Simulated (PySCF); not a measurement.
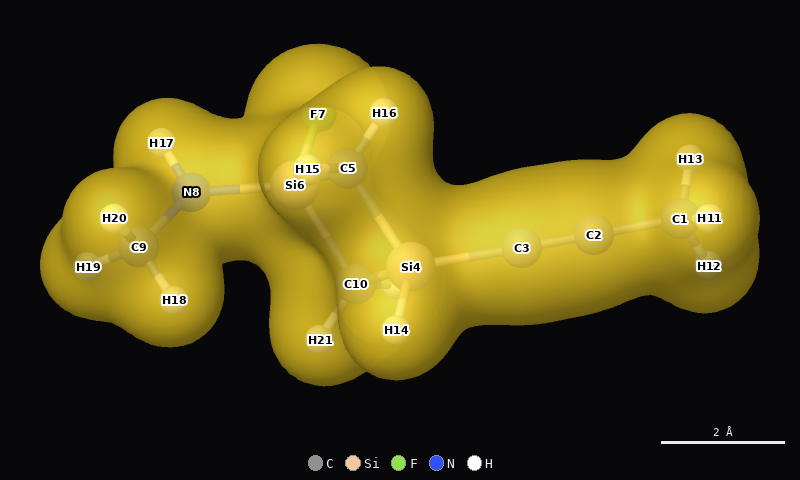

Figure. C$_{6}$H$_{12}$FNSi$_{2}$. Isosurface of the total electron density at 0.1 e/Å³ (yellow), seen across its widest extent.

Geometry: GFN2-xTB.

The calculation used PBE0/pcSseg-1, SCF density, gas phase, non-relativistic in PySCF.

```xyz
22

C     4.9407   -0.1370   -0.3360
C     3.5498   -0.3449   -0.0020
C     2.3901   -0.5174    0.2774
Si    0.6136   -0.7615    0.6982
C    -0.2798    0.8624    1.2175
Si   -1.3993    0.7843   -0.3297
F    -1.1107    2.0245   -1.3383
N    -3.1096    0.7677   -0.2778
C    -3.8939   -0.1508    0.5079
C    -0.5410   -0.8397   -0.8369
H     5.5580   -0.2499    0.5551
H     5.2589   -0.8660   -1.0810
H     5.0803    0.8658   -0.7393
H     0.4614   -1.8755    1.6446
H    -0.7970    0.8035    2.1718
H     0.3677    1.7335    1.2668
H    -3.5927    1.6321   -0.4656
H    -3.3335   -1.0741    0.6324
H    -4.8316   -0.3788   -0.0038
H    -4.1307    0.2446    1.5021
H    -1.1876   -1.7119   -0.8765
H    -0.0236   -0.7916   -1.7908
```

> What does this surface tell about the bonding?

At this value the surface is in one piece. It bridges the sampled C–C (1.21 Å), C–N (1.44 Å), Si–F (1.62 Å) and Si–N (1.71 Å) contacts, where the density stays above the isovalue. On the grid the lowest density along these lines, outside the cores, is 2.7 e/Å³ (C–C, 1.21 Å), 1.8 e/Å³ (C–N, 1.44 Å), 0.87 e/Å³ (Si–F, 1.62 Å) and 0.95 e/Å³ (Si–N, 1.71 Å).
